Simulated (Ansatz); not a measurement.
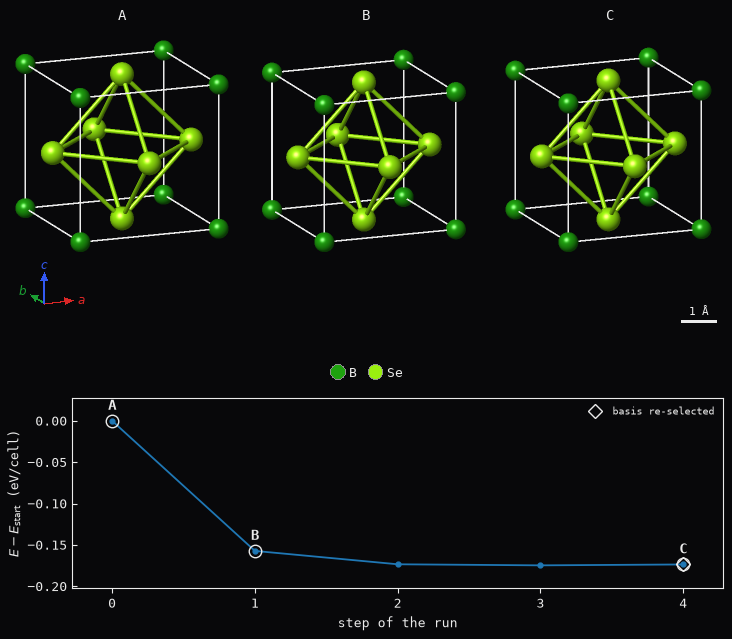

Frames of a relaxation of solid BSe3 (built on the Cu3Au (L1_2)_221 type) (coarse preliminary run), marked on the history of the run. A ball-and-stick model of the cell of the calculation, seen slightly off an axis.

Case: Cu3Au (L1_2) type (Pm-3m, No. 221).

These are results of DFT PBE, scalar-relativistic, plane waves, PAW in Ansatz, not measurements. Settings: plane-wave cutoff 420 eV; k-point mesh 4 × 4 × 4; occupations gaussian; smearing width 0.1 eV; no spin polarisation; cell and atoms relaxed; force threshold 0.04 eV/Å; at most 70 steps.

### What happens along the run?

Over 3 accepted moves (4 points after the start) the energy falls by 0.174 eV per cell of the calculation. All forces vanish by symmetry, so only the cell relaxes. The pressure goes from −5.40 to −0.02 GPa. At 1 point the geometry stayed and the basis and grid were re-selected for the new cell (energy shift of 1.1 meV per cell of the calculation at most each time). The atoms keep their places relative to the cell (all moves are under 0.005 Å). The drawn cell changes as follows: a = b = c 4.361 → 4.196 Å (−3.8 %); the volume changes by −10.9 %. Some distances before and after: Se–Se 3.084 → 2.967 Å. The space group stays Pm-3m (No. 221). The run took 4.5 s on 1 thread of Intel(R) Xeon(R) 6975P-C (Granite Rapids), with other jobs on the host, peak memory 0.39 GiB. From step 0 to 1: volume −13.9 %, energy −0.157 eV per cell of the calculation. From step 1 to 4: volume +3.5 %, energy −16.4 meV per cell of the calculation.

```json
{"step": "0", "E − E(0), meV/atom": "0.00", "pressure, GPa": "-5.40", "volume, Å³/atom": "20.732", "note": ""}
{"step": "1", "E − E(0), meV/atom": "-39.30", "pressure, GPa": "2.36", "volume, Å³/atom": "17.845", "note": ""}
{"step": "2", "E − E(0), meV/atom": "-43.35", "pressure, GPa": "-0.57", "volume, Å³/atom": "18.635", "note": ""}
{"step": "3", "E − E(0), meV/atom": "-43.67", "pressure, GPa": "-0.01", "volume, Å³/atom": "18.472", "note": ""}
{"step": "4", "E − E(0), meV/atom": "-43.40", "pressure, GPa": "-0.02", "volume, Å³/atom": "18.472", "note": "same geometry, new basis"}
```
